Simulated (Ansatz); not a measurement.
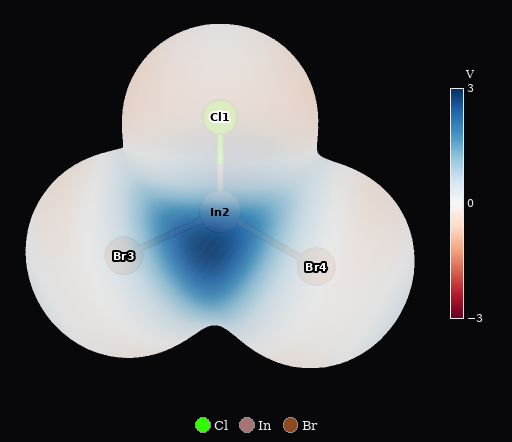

*Br2ClIn (SMILES [Cl][In]([Br])[Br]). The electrostatic potential painted on the density surface at 0.001 e/bohr³, seen at a tilt; the colour scale runs from red (negative) to blue (positive).*

Geometry: PBE0-D4/def2-TZVP; core potentials replace the inner electrons of In.

The calculation used RKS PBE0-D4/def2-TZVPP (Ansatz).

| atom | x (Å) | y (Å) | z (Å) |
| --- | --- | --- | --- |
| Cl | -1.9184 | -0.9815 | 0.8655 |
| In | -0.0189 | -0.0097 | 0.0085 |
| Br | 2.1628 | -0.7761 | 0.7677 |
| Br | -0.2256 | 1.7673 | -1.6417 |

> Describe the electrostatic potential map.

The most negative region (about −0.4 V) lies over Cl1, the most positive (about +2.8 V) over In2. Br3 shows a σ-hole: about +0.3 V at the tip opposite its bond, against about −0.1 V on its flanks. Br4 shows a σ-hole: about +0.3 V at the tip opposite its bond, against about −0.1 V on its flanks.
